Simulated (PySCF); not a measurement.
## Electronic structure of C6H8FOSi (doublet) in real space

```
atom    x (Å)    y (Å)    z (Å)
   C   3.3592  -0.2331  -0.2903
   C   2.1831  -0.1933  -0.5118
   C   0.7607  -0.1510  -0.7418
   C   0.1978   1.2309  -0.3741
   O  -1.1863   1.3364  -0.6388
   C  -2.0226   0.7885   0.3413
   C  -1.7292  -0.6308   0.6627
   F  -2.6707  -1.2131   1.4391
  Si  -0.1538  -1.5198   0.2473
   H   4.3927  -0.2692  -0.1155
   H   0.5853  -0.3002  -1.8122
   H   0.4055   1.4566   0.6811
   H   0.6668   2.0047  -0.9903
   H  -3.0450   0.8915  -0.0465
   H  -1.9717   1.3937   1.2717
   H   0.5986  -1.8764   1.4573
   H  -0.3774  -2.7035  -0.5890
```

Geometry: GFN2-xTB.

These are results of PySCF, UKS B3LYP, pcH-1 on C F H O Si, non-relativistic, mean-field spin-orbit, GIAO, not measurements.

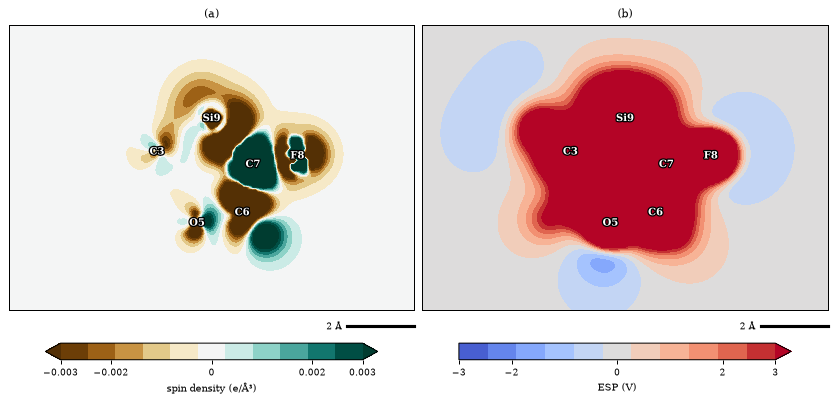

Figure 1. (a) spin density (α minus β); (b) molecular electrostatic potential on the plane of atoms F8, C7 and Si9.

> What do the fields say about this system?

Atoms in the plane: C, O, F and Si. The unpaired spin (1 electron) lies mostly on C7 (about 0.6), F8 (about 0.1) and Si9 (about 0.1), in electrons by Hirshfeld's partition. Outside the dense part of the molecule the potential is most negative (−1.6 V) near O5.

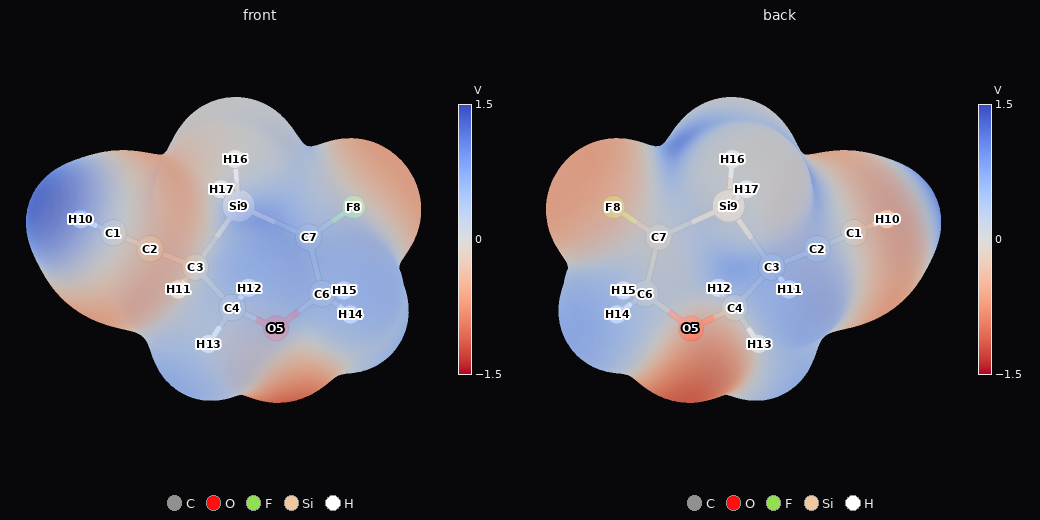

Figure 2. The molecular electrostatic potential painted on the density surface at 0.001 e/bohr³, seen from the front and from behind; red is negative and blue positive.

> Which sites attract a positive test charge, and which a negative one?

A positive charge is drawn to the negative regions and a negative charge to the positive ones. The most negative region (about −1.1 V) lies over O5, the most positive (about +1.2 V) over H10. O5 is the likeliest acceptor of a hydrogen bond.
